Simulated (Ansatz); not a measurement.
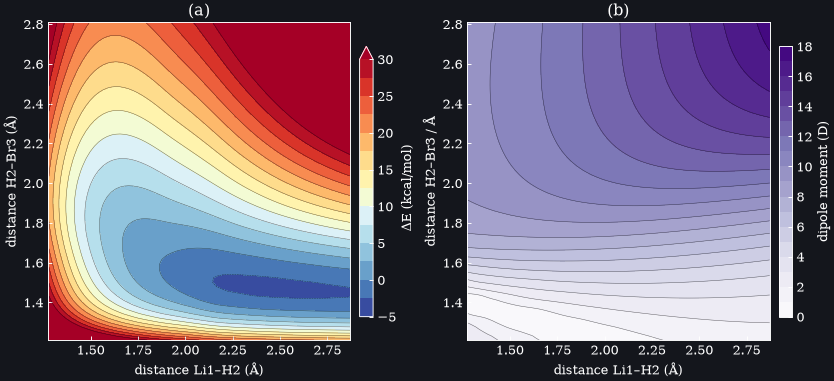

The system Li + HBr, spin multiplicity 2. The first coordinate is: distance Li1–H2; the second: distance H2–Br3. Nothing is relaxed (the angle Li1–H2–Br3 is fixed at 180 degrees). Grid: 17 × 17 points. Points are written as (first, second). All energies are given in kcal/mol relative to Li far from the relaxed HBr (each part in its own basis). Method: Ansatz, UKS PBE0-D4/def2-SVPD.

Panel (a) is the energy and panel (b) the computed dipole moment on the same grid.

In the figure: filled contours, one colour for all values above the top of the scale. Between grid points the surface is interpolated.

Question: How does the dipole moment vary over the map, and what is it at the lowest grid point?

Answer: Leaving out the highest fifth of the energies, it runs from 0.1 D at (1.818 Å, 1.252 Å) to 13.6 D at (2.373 Å, 2.309 Å). At the lowest grid point, (2.493 Å, 1.472 Å), it is 3.6 D.

```csv
"distance H2–Br3 ↓, distance Li1–H2 →",1.316,1.454,1.625,1.818,2.029,2.255,2.493,2.743
2.808,9.7,10.1,10.8,11.7,12.7,13.9,15.2,16.7
2.553,9.8,10.2,10.8,11.7,12.6,13.7,14.9,16.0
2.309,9.7,10.1,10.7,11.5,12.3,13.1,13.9,14.6
2.076,9.5,9.8,10.3,10.9,11.4,11.9,12.2,12.2
1.858,8.8,9.0,9.3,9.5,9.7,9.6,9.4,9.0
1.655,6.7,6.8,6.9,6.9,6.7,6.5,6.2,5.8
1.472,2.0,2.6,3.1,3.4,3.6,3.6,3.6,3.4
1.315,1.4,0.6,0.1,0.8,1.4,1.8,2.0,2.1
1.208,2.6,1.9,1.1,0.4,0.3,0.9,1.3,1.5
```

The table holds every second grid line.
